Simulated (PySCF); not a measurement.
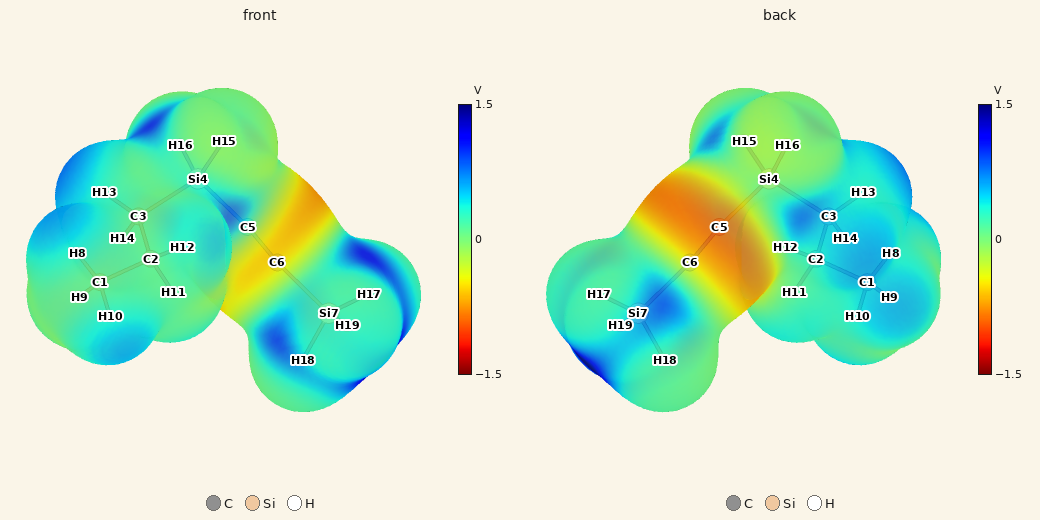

*C₅H₁₂Si₂. The molecular electrostatic potential painted on the density surface at 0.002 e/bohr³, seen from the front and from behind; the colour scale runs from red (negative) to blue (positive).*

Geometry: GFN2-xTB, MD frame at 250 fs, 300 K.

The calculation used PBE0/pcSseg-1, SCF density, gas phase, non-relativistic in PySCF.

```yaml
atoms:
  - { symbol: C, position_ang: [-3.0216, -1.3078, -0.4142] }
  - { symbol: C, position_ang: [-1.6337, -0.9498, 0.2024] }
  - { symbol: C, position_ang: [-1.4038, 0.5557, 0.2611] }
  - { symbol: Si, position_ang: [0.1636, 1.1235, 1.1991] }
  - { symbol: C, position_ang: [1.6579, 0.2336, 0.5104] }
  - { symbol: C, position_ang: [2.4890, -0.4972, 0.0444] }
  - { symbol: Si, position_ang: [3.7176, -1.7970, -0.3641] }
  - { symbol: H, position_ang: [-3.8440, -0.9110, 0.1537] }
  - { symbol: H, position_ang: [-2.9629, -0.8408, -1.4024] }
  - { symbol: H, position_ang: [-3.1069, -2.4050, -0.5565] }
  - { symbol: H, position_ang: [-0.7856, -1.3800, -0.4867] }
  - { symbol: H, position_ang: [-1.4454, -1.5205, 1.1993] }
  - { symbol: H, position_ang: [-2.3145, 1.1341, 0.4594] }
  - { symbol: H, position_ang: [-1.2201, 0.8734, -0.8003] }
  - { symbol: H, position_ang: [0.0786, 0.9362, 2.7301] }
  - { symbol: H, position_ang: [0.3481, 2.5896, 0.9981] }
  - { symbol: H, position_ang: [5.0539, -1.2037, -0.1221] }
  - { symbol: H, position_ang: [3.5271, -2.0710, -1.7729] }
  - { symbol: H, position_ang: [3.3914, -3.0103, 0.3527] }
```

Question: Which sites attract a positive test charge, and which a negative one?

Answer: A positive charge is drawn to the negative regions and a negative charge to the positive ones. The most negative region (about −0.9 V, or −21 kcal/mol for a unit charge) lies over C5 and C6, the most positive (about +1.4 V, or +32 kcal/mol for a unit charge) over Si7.
